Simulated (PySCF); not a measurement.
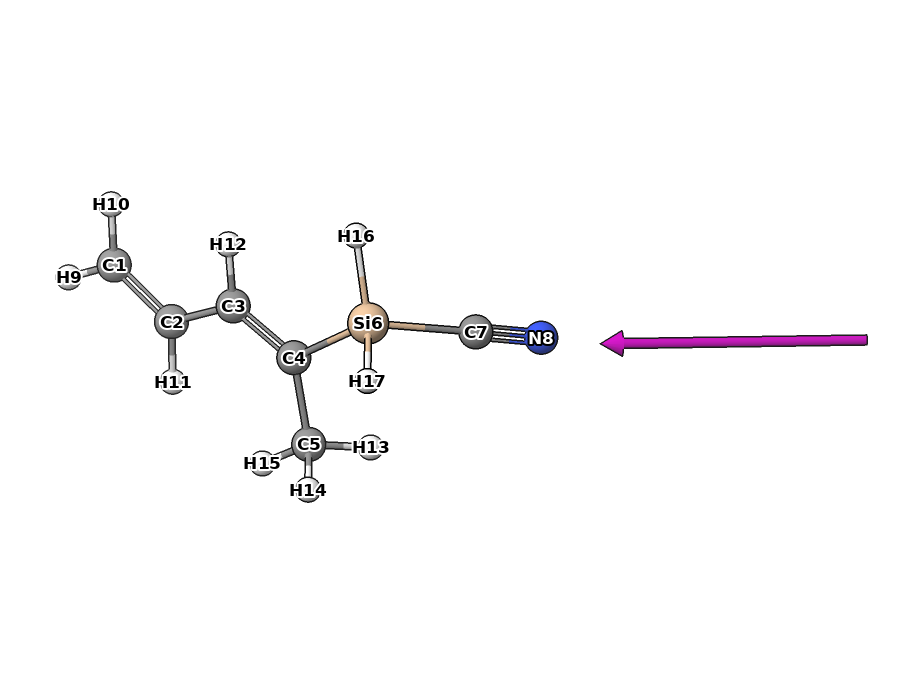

The arrow beside the molecule shows the direction of the dipole moment, from the negative to the positive end (its length means nothing). The computed structure is the end point of a GFN2-xTB optimisation. No frequency run is at hand to confirm it as a minimum. Level of theory: CAM-B3LYP/def2-SVPD, gas phase (PySCF 2.14.0).

How large is the dipole moment?

4.23 D; it points from the side of N8 to the side of H9 (the outermost atoms at the two ends).

The geometry is semi-empirical. Around Si such bond lengths and angles can be off by a tenth of an ångström or more and by several degrees, and values that hang on the shape move with them.
